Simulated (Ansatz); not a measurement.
## LiF: structures and their energies

10 relaxations of LiF ended in 4 distinct structures. Computed with PBEsol (plane waves to 420 eV, PAW, scalar-relativistic; Ansatz, a first-principles code).

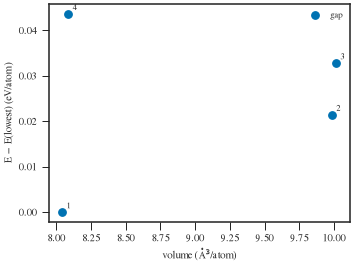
Figure: Energy against volume of the distinct structures, numbered as in the table

```csv
#,space group,Pearson,type,E − E(lowest) (eV/atom),V (Å³/atom),"gap (eV, no SOC)",coordination,runs ending here
1,Fm-3m,cF8,rock salt type,0.000,8.04,9.05,"F 6 (octahedral), Li 6 (octahedral)",6
2,P6₃mc,hP4,wurtzite type,0.021,9.99,7.60,"Li 4 (tetrahedral), F 4 (tetrahedral)",1
3,F-43m,cF8,zinc blende type,0.033,10.02,7.67,"F 4 (tetrahedral), Li 4 (tetrahedral)",2
4,P6₃/mmc,hP4,NiAs type,0.044,8.09,8.91,"Li 6 (octahedral), F 6 (trigonal prismatic)",1
```

Coordination numbers (neighbours up to the widest gap in distance over summed covalent radii, below 1.35; n+m marks a second, longer set; metal–metal contacts left out). Fm-3m, cF8, rock salt type is the lowest among the structures calculated here.

```cif
data_F4Li4
_chemical_formula_sum 'F4 Li4'
_space_group_name_H-M_alt 'Fm-3m'
_space_group_IT_number 225
_space_group_name_Hall '-F 4 2 3'
_cell_length_a 4.00746
_cell_length_b 4.00746
_cell_length_c 4.00746
_cell_angle_alpha 90.000
_cell_angle_beta 90.000
_cell_angle_gamma 90.000
loop_
_atom_site_label
_atom_site_type_symbol
_atom_site_symmetry_multiplicity
_atom_site_Wyckoff_symbol
_atom_site_fract_x
_atom_site_fract_y
_atom_site_fract_z
_atom_site_occupancy
F1 F 4 a 0.00000 0.00000 0.00000 1
Li1 Li 4 b 0.50000 0.50000 0.50000 1
```
(The calculation used a cell of 2 atoms; values per cell refer to that cell.)

Each run could gain symmetry but not lose that of its start, so entries can be saddle points. From databases, or of a type measured for this composition: Fm-3m, cF8, rock salt type; the others are generated cells (placed on structure types, drawn at random, substituted or restacked) that were not matched to a known phase here. Static energies at zero pressure. Each cell has its own k-point mesh; energy differences are given only to the digits this allows. No spin polarisation in the result.
